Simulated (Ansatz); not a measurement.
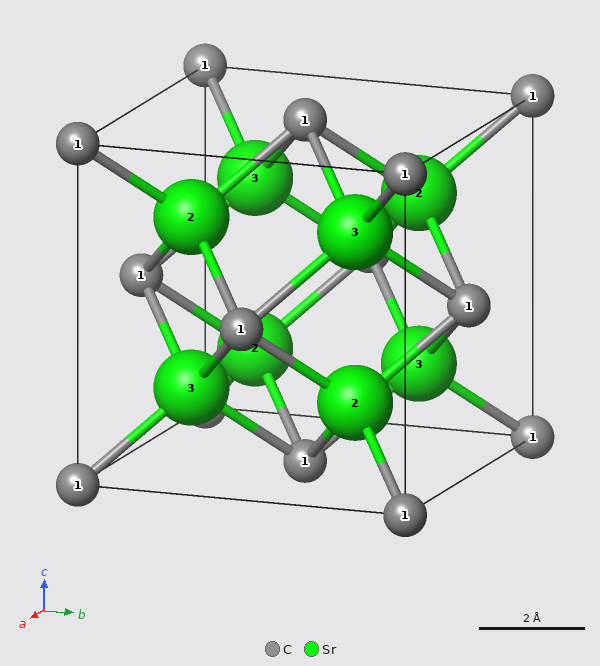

The starting point is solid Sr₂C (built on the antifluorite type) at its r2SCAN-relaxed geometry. A ball-and-stick model of the conventional cell (4 times the calculation's cell), seen slightly off an axis. Lengths and directions refer to the drawn axes.

All numbers below come from DFT, HSE06, plane waves, PAW in Ansatz 0.2.0. Set-up: plane-wave cutoff 420 eV; k-point mesh 4 × 4 × 4; occupations fermi dirac; smearing width 0.02 eV; no spin polarisation.

Change: The cell is strained by −5.1 % along [1 1 1] and +5.0 % across it (volume +4.6 %). The atoms and the free axis were relaxed with r2SCAN under that strain, and this is a single point on that geometry.

Question: Predict the response.

Answer: Among the bonded contacts that change: C–Sr 2.910 → 2.771 to 3.021 Å. The space group (tolerance 0.01 Å) goes from Fm-3m (No. 225) to R-3m (No. 166). Energy change: +14.7 meV per atom. Pressure: 0.2 GPa before, −1.2 GPa after. The principal stresses (compression positive) are 0.2 GPa along [1 1 1] and −1.9 GPa across it. The largest forces, 0.014 eV/Å, act on Sr2 and Sr3.

The changed structure in the same view:

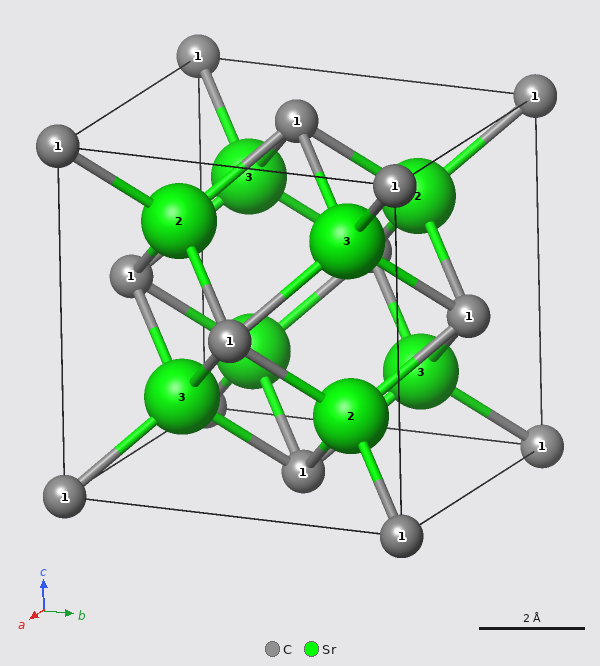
